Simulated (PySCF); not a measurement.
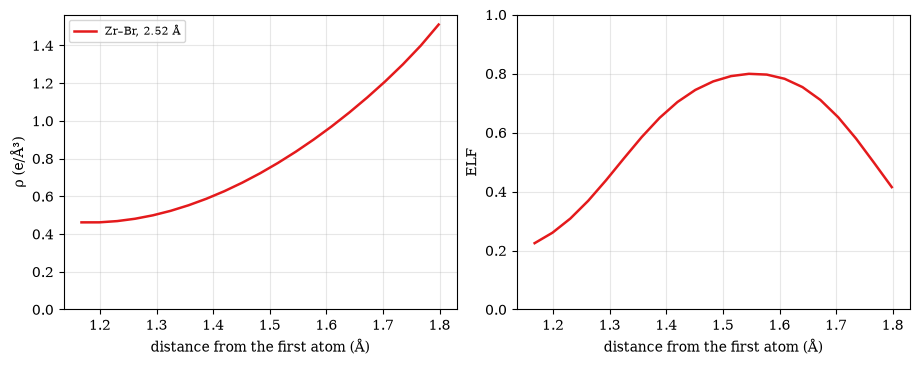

The picture shows: ZrBr (charge −1, triplet). Electron density and electron localisation function along straight lines between neighbouring atoms. The curves leave out the atomic cores.

⟨S²⟩ = 2.06, above the pure value of 2.00; core potentials replace the inner electrons of Zr.

The calculation used PBE0/def2-TZVPPD, non-relativistic Hamiltonian with scalar-relativistic core potentials where named, at a bond length of 2.524 Å in PySCF 2.14.0.

### What can be read from the curves?

Zr–Br (2.52 Å): the density is about 0.48 e/Å³ at the midpoint; the ELF peaks at about 0.80 in the valence shell of Br, 1.0 Å from its nucleus, and is about 0.35 at the midpoint.
